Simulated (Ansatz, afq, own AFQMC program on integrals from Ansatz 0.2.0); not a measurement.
# CH₃Ge (doublet): AFQMC on the coupled-cluster ladder at distance Ge1–C2 = 2.122 Å, cc-pVDZ, part 2 of 2

Ansatz 0.2.0, Gaussian basis, and an in-house AFQMC program (afq) on its integrals; all values are calculated; cc-pVDZ, frozen cores. The steps go on from the part before.

### 13 Phaseless AFQMC, CISD trial on ROHF

It reads the integrals that the CCSD(T) run on this determinant wrote.

Launch:

```
> afq ham --method phaseless --trial cisd --walkers 60 --populations 1 --least-time 40 --time-step 0.005 --steps-per-block 50 --equilibration-blocks 28 --max-blocks 300 --target-error 0.0004 --factor-cut 1e-05 --start spin_pure --seed 8013 --release-times 0.24,0.51,0.99,1.62,2.4 --release-step 0.03 --release-every 4 --taylor-order 6
```

Standard output:

```text
orbitals 41  electrons 6 5  factors 330 of 589
reference energy -2114.85287433 Eh
CCSD correlation -0.23887685 Eh in 18 cycles, weight of the determinant in the CISD state 0.8346
energy of the start -2115.091751 Eh
 block  time / (1/Eh)  mean weight  energy / Eh
     1     0.250  0.9975  -2115.087998
     2     0.500  0.9994  -2115.090946
     3     0.750  1.0014  -2115.095452
     4     1.000  1.0007  -2115.091879
     5     1.250  0.9997  -2115.093968
     6     1.500  0.9999  -2115.094858
     7     1.750  1.0008  -2115.093930
     8     2.000  0.9998  -2115.097519
     9     2.250  1.0009  -2115.100163
    10     2.500  1.0021  -2115.105346
    17     4.250  0.9999  -2115.094808
    25     6.250  0.9998  -2115.104501
    33     8.250  1.0017  -2115.097290
    41    10.250  1.0033  -2115.094261
    49    12.250  1.0000  -2115.097526
    57    14.250  1.0016  -2115.099750
    65    16.250  0.9979  -2115.095963
    73    18.250  1.0012  -2115.104880
    81    20.250  1.0001  -2115.101618
    89    22.250  1.0010  -2115.100301
    97    24.250  1.0002  -2115.097376
   105    26.250  1.0007  -2115.097843
   113    28.250  0.9990  -2115.098974
   121    30.250  1.0012  -2115.095767
   129    32.250  0.9979  -2115.099197
   137    34.250  0.9991  -2115.095507
   145    36.250  0.9996  -2115.096667
   153    38.250  1.0010  -2115.104927
   161    40.250  0.9984  -2115.100846
   169    42.250  0.9970  -2115.095384
   177    44.250  0.9990  -2115.100007
   185    46.250  1.0011  -2115.092524
   193    48.250  1.0017  -2115.101229
   201    50.250  0.9995  -2115.111339
   209    52.250  0.9993  -2115.093106
   217    54.250  0.9996  -2115.101871
   225    56.250  0.9999  -2115.097416
   233    58.250  0.9960  -2115.093333
   241    60.250  0.9998  -2115.098717
   249    62.250  1.0004  -2115.109567
   257    64.250  1.0009  -2115.093507
   265    66.250  1.0017  -2115.099254
   273    68.250  0.9999  -2115.100375
   281    70.250  1.0003  -2115.109557
   289    72.250  1.0005  -2115.109023
   297    74.250  1.0017  -2115.102014
   305    76.250  0.9996  -2115.091899
   313    78.250  0.9985  -2115.097702
   321    80.250  0.9986  -2115.101022
blocks merged  error / Eh  count
     1  0.000287  300
     2  0.000360  150
     4  0.000438  75
     8  0.000508  37
    16  0.000437  18
    32  0.000505  9
released: time / (1/Eh)  energy / Eh  error  mean overlap
  0.24  -2115.099757  0.000676  1.0116
  0.51  -2115.100175  0.000730  1.0117
  0.99  -2115.099795  0.000584  1.0227
  1.62  -2115.101235  0.000724  1.0266
  2.40  -2115.099851  0.001240  1.0348
energy -2115.099899 +/- 0.000508 Eh
```

Wall time 19 min (1 thread of Intel Xeon Platinum 8259CL at 2.50GHz (Skylake/Cascade Lake), shared host).

Energy -57554.8003 ± 0.0138 eV. Caveats: constraint bias not in the error.

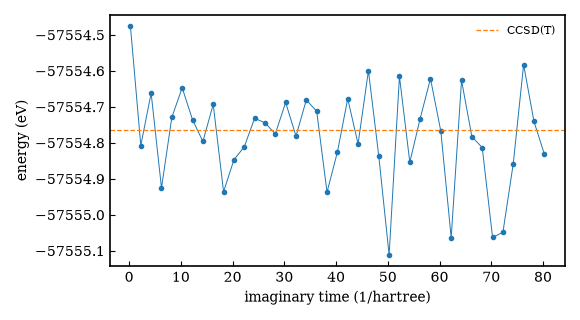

Block energies along the walk.

### 14 Phaseless AFQMC, single-determinant trial on ROHF

It reads the integrals that the CCSD(T) run on this determinant wrote.

Launch:

```
> afq ham --method phaseless --trial hf --walkers 120 --populations 1 --least-time 40 --time-step 0.005 --steps-per-block 20 --equilibration-blocks 112 --max-blocks 600 --target-error 0.0012000000000000001 --factor-cut 1e-05 --start spin_pure --seed 4311 --taylor-order 6
```

Standard output:

```text
orbitals 41  electrons 6 5  factors 330 of 589
reference energy -2114.85287433 Eh
CCSD correlation -0.23887685 Eh in 18 cycles, weight of the determinant in the CISD state 0.8346
energy of the start -2114.852876 Eh
 block  time / (1/Eh)  mean weight  energy / Eh
     1     0.100  1.0000  -2114.900659
     2     0.200  1.0020  -2114.931658
     3     0.300  1.0004  -2114.952112
     4     0.400  1.0002  -2114.974996
     5     0.500  1.0017  -2114.999983
     6     0.600  1.0036  -2115.007708
     7     0.700  1.0011  -2115.009811
     8     0.800  1.0000  -2115.018880
     9     0.900  1.0003  -2115.025235
    10     1.000  1.0013  -2115.039631
    18     1.800  0.9994  -2115.082642
    35     3.500  1.0007  -2115.085642
    52     5.200  0.9997  -2115.122723
    69     6.900  0.9984  -2115.065904
    86     8.600  1.0010  -2115.074414
   103    10.300  1.0010  -2115.075836
   120    12.000  1.0010  -2115.083601
   137    13.700  0.9991  -2115.104725
   154    15.400  0.9997  -2115.139379
   171    17.100  1.0008  -2115.081897
   188    18.800  1.0014  -2115.091383
   205    20.500  1.0011  -2115.103432
   222    22.200  0.9992  -2115.095449
   239    23.900  0.9995  -2115.113051
   256    25.600  1.0006  -2115.102252
   273    27.300  1.0015  -2115.127219
   290    29.000  0.9986  -2115.115127
   307    30.700  0.9999  -2115.080685
   324    32.400  1.0003  -2115.103897
   341    34.100  1.0004  -2115.090469
   358    35.800  1.0003  -2115.106254
   375    37.500  1.0000  -2115.087283
   392    39.200  0.9985  -2115.114964
   409    40.900  1.0008  -2115.117689
   426    42.600  1.0003  -2115.119313
   443    44.300  0.9988  -2115.073855
   460    46.000  0.9998  -2115.118698
   477    47.700  1.0009  -2115.061062
   494    49.400  1.0022  -2115.103265
   511    51.100  0.9995  -2115.066216
   528    52.800  1.0008  -2115.079129
   545    54.500  1.0013  -2115.112986
   562    56.200  1.0007  -2115.127861
   579    57.900  0.9995  -2115.088890
   596    59.600  1.0016  -2115.082630
   613    61.300  0.9994  -2115.106599
   630    63.000  0.9991  -2115.119600
   647    64.700  0.9993  -2115.100813
   664    66.400  0.9989  -2115.072498
   681    68.100  1.0012  -2115.115566
   698    69.800  1.0001  -2115.111993
blocks merged  error / Eh  count
     1  0.000792  600
     2  0.001070  300
     4  0.001407  150
     8  0.001828  75
    16  0.002144  37
    32  0.002769  18
    64  0.001828  9
energy -2115.101383 +/- 0.002769 Eh
```

Wall time 10 min (1 thread of Intel Xeon Platinum 8259CL at 2.50GHz (Skylake/Cascade Lake), shared host).

Energy -57554.8407 ± 0.0754 eV. The run doesn't count as converged. Caveats: constraint bias not in the error; error not settled; error above the target.

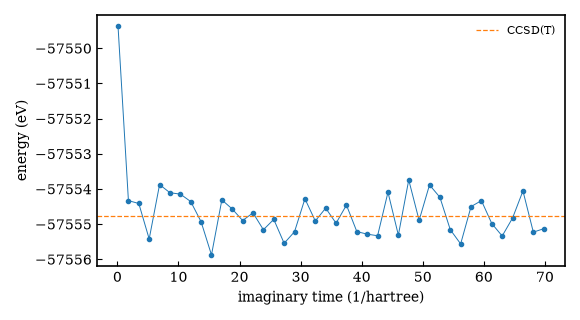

Block energies along the walk.

### 15 Free-projection AFQMC, CISD trial on ROHF

It reads the integrals that the CCSD(T) run on this determinant wrote.

Launch:

```
> afq ham --method free --trial cisd --walkers 60 --time-step 0.03 --max-blocks 80 --target-error 0.0004 --factor-cut 1e-05 --seed 2248 --times 0,0.21,0.42,0.81,1.2,1.8,2.4,3 --taylor-order 8
```

Standard output:

```text
orbitals 41  electrons 6 5  factors 330 of 589
reference energy -2114.85287433 Eh
CCSD correlation -0.23887685 Eh in 18 cycles, weight of the determinant in the CISD state 0.8346
repeat  energy at the last time / Eh  error
    10  -2115.103004  0.001764
    20  -2115.101797  0.001067
    30  -2115.102056  0.000888
    40  -2115.100725  0.000821
    50  -2115.100562  0.000765
    60  -2115.100777  0.000692
    70  -2115.100831  0.000654
    80  -2115.100576  0.000582
time / (1/Eh)  energy / Eh  error  mean overlap
  0.00  -2115.091781  0.000196  1.1992
  0.21  -2115.094769  0.000218  1.2076
  0.42  -2115.096893  0.000249  1.2010
  0.81  -2115.098618  0.000250  1.1994
  1.20  -2115.099470  0.000284  1.1981
  1.80  -2115.099542  0.000469  1.2094
  2.40  -2115.099934  0.000477  1.2246
  3.00  -2115.100576  0.000582  1.2271
energy -2115.100576 +/- 0.000582 Eh
```

Run time: 11 min. Hardware: 1 thread of Intel Xeon Platinum 8259CL at 2.50GHz (Skylake/Cascade Lake), shared host.

Energy -57554.8187 ± 0.0158 eV. Caveats: remainder of the start not in the error.

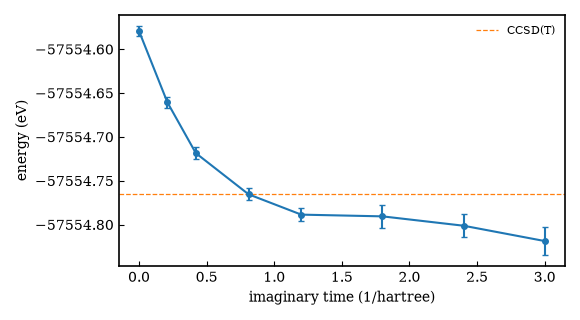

Energy against projection time, with error bars.

### 16 AFQMC on the ladder

On the UHF determinant, counted from CCSD(T) (a yardstick, not exact):

```tsv
level	energy (eV)	from CCSD(T) (kcal/mol)	statistical error (kcal/mol)	time
HF	-57548.3124	+148.75		
MP2	-57553.4389	+30.53		
CCSD	-57554.5781	+4.26		
CCSD(T)	-57554.7629	0.00		
Phaseless AFQMC, CISD trial, step 0.005, 60 walkers	-57554.8184	-1.28	0.34	19 min
Phaseless AFQMC, single-determinant trial, step 0.005, 120 walkers	-57554.8574	-2.18	1.44	10 min
Free-projection AFQMC, CISD trial, step 0.03, 60 walkers	-57554.8026	-0.92	0.37	11 min
```

On the ROHF determinant, counted from CCSD(T) (a yardstick, not exact):

```tsv
level	energy (eV)	from CCSD(T) (kcal/mol)	statistical error (kcal/mol)	time
HF	-57548.0784	+154.20		
MP2	-57553.4903	+29.39		
CCSD	-57554.5786	+4.30		
CCSD(T)	-57554.7650	0.00		
Phaseless AFQMC, CISD trial, step 0.005, 60 walkers	-57554.8003	-0.81	0.32	19 min
Free-projection AFQMC, CISD trial, step 0.03, 60 walkers	-57554.8187	-1.24	0.36	11 min
```

The functionals' totals stand on their own zeros and serve differences with other points: PBE -57590.060 eV; r2SCAN -57599.199 eV; PBE0 -57591.670 eV; B3LYP -57601.648 eV; wB97M-V -57596.239 eV; B2PLYP -57587.488 eV.

### 17 Results

The summary covers parts 1 to 2.

| quantity | value |
| --- | --- |
| Phaseless AFQMC, CISD trial on UHF from CCSD(T) | -1.28 ± 0.34 kcal/mol |
| Phaseless AFQMC, single-determinant trial on UHF from CCSD(T) | -2.18 ± 1.44 kcal/mol |
| Free-projection AFQMC, CISD trial on UHF from CCSD(T) | -0.92 ± 0.37 kcal/mol |
| Phaseless AFQMC, CISD trial on ROHF from CCSD(T) | -0.81 ± 0.32 kcal/mol |
| Free-projection AFQMC, CISD trial on ROHF from CCSD(T) | -1.24 ± 0.36 kcal/mol |

On UHF the phaseless walk with the CISD trial lies -1.28 kcal/mol from CCSD(T), 4 times its error bar. Free projection has no constraint; at the last time it gives -0.92 ± 0.37 kcal/mol, and from a start that isn't spin pure other spins can mix in. On ROHF the phaseless walk with the CISD trial lies -0.81 kcal/mol from CCSD(T), within three error bars. Free projection has no constraint; at the last time it gives -1.24 ± 0.36 kcal/mol. Error bars are statistical and leave out the constraint, the time step and what remains of the start.
